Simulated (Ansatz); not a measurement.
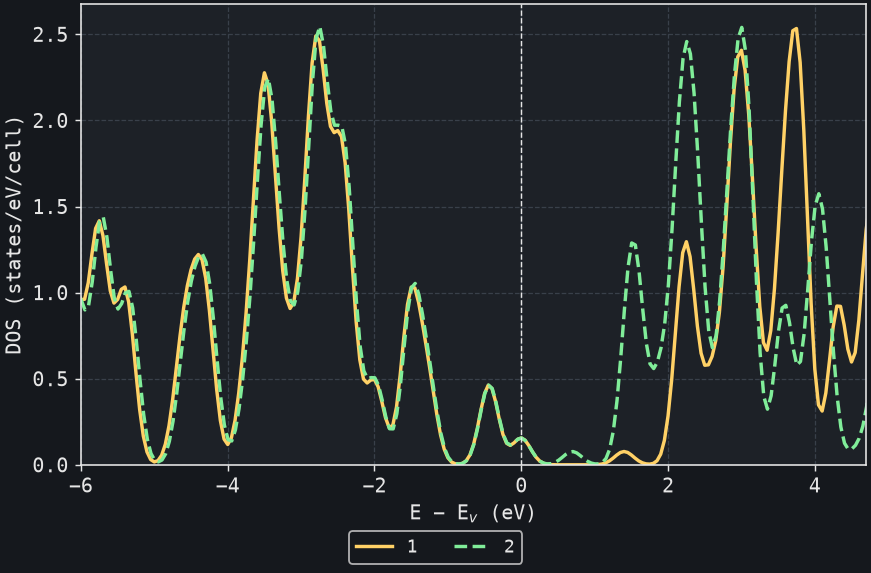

Total densities of states of SiSO (slab), 3 atoms in the cell, 2H monolayer (Janus) type, by two methods on the same cell. The curves are built from the levels of the k mesh with Gaussians 0.3 eV wide, which also blur the band edges. Each is counted from its own valence-band top.

Which curve is which? The methods: HSE06, PBE0.

1 is PBE0; 2 is HSE06. PBE0 gives a gap of 1.40 eV and HSE06 gives a gap of 0.70 eV.

Settings. PBE0: DFT, PBE0, plane waves, PAW, no spin polarisation, 9×9×1 k mesh, 420 eV cutoff (Ansatz 0.2.0). HSE06: DFT, HSE06, plane waves, PAW, no spin polarisation, 9×9×1 k mesh, 420 eV cutoff, Fermi-Dirac smearing of 0.02 eV (Ansatz).
